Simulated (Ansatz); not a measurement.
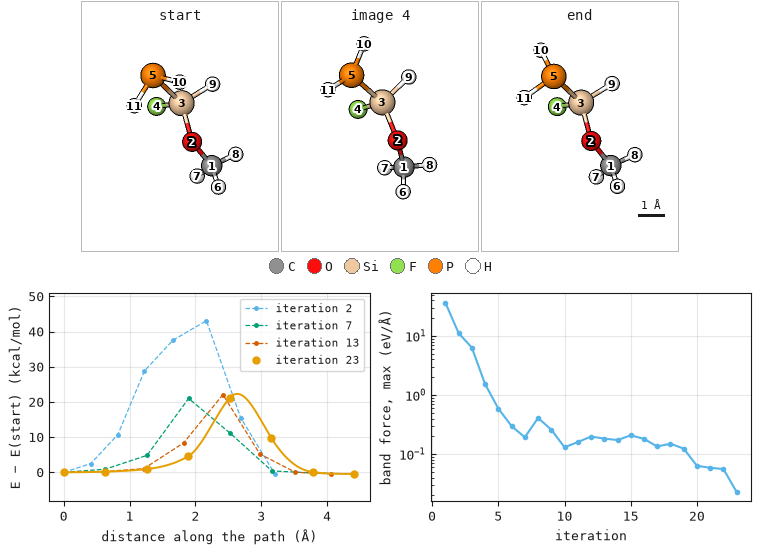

A search for the minimum-energy path of CH₆FOPSi by the nudged elastic band. Images are numbered from 0 (start) to 7 (end). The plot follows the band through its iterations. The picture is a ball-and-stick view, seen from a free direction.

The calculation used Ansatz, RKS PBE0-D4/def2-SVP. Settings: 6 movable images; no climbing image; force threshold 0.05 eV/Å; iteration limit 60; starting path through a guess of the saddle point.

> How did the profile develop, and is the result final?

The run is converged, with reservations. The band converged in 23 iterations. The largest component of the band force went from 37 to 0.023 eV/Å. No image climbed, so the highest image needn't lie on the saddle point, and the true maximum along this path can be higher. The first iteration put the highest image at 172.5 kcal/mol. The highest point, image 4, lies 21.1 kcal/mol above the start and 21.6 kcal/mol above the end; the end is at −0.4 kcal/mol relative to the start.

Cost: 3.3 min on 2 threads of Intel(R) Xeon(R) 6975P-C (Granite Rapids), with other jobs on the host, peak memory 0.26 GiB.
